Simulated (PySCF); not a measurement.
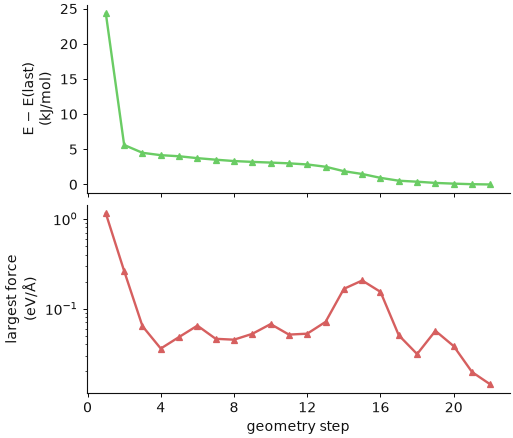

History of a geometry optimisation.

System: CH₁₀ClPSi₃ (SMILES [SiH3][Si]([SiH3])(P)CCl).
Method: PBE0-D3(BJ)/def2-SVP, geometry optimisation in PySCF 2.14.0, density fitting.

### How did it end, and what did it gain?

The optimisation met its thresholds at geometry 22, counting the start as the first. The energy fell by about 24 kJ/mol from the first step to the last. The largest force goes from about 1.1 eV/Å at the start to 0.014 eV/Å at the end.
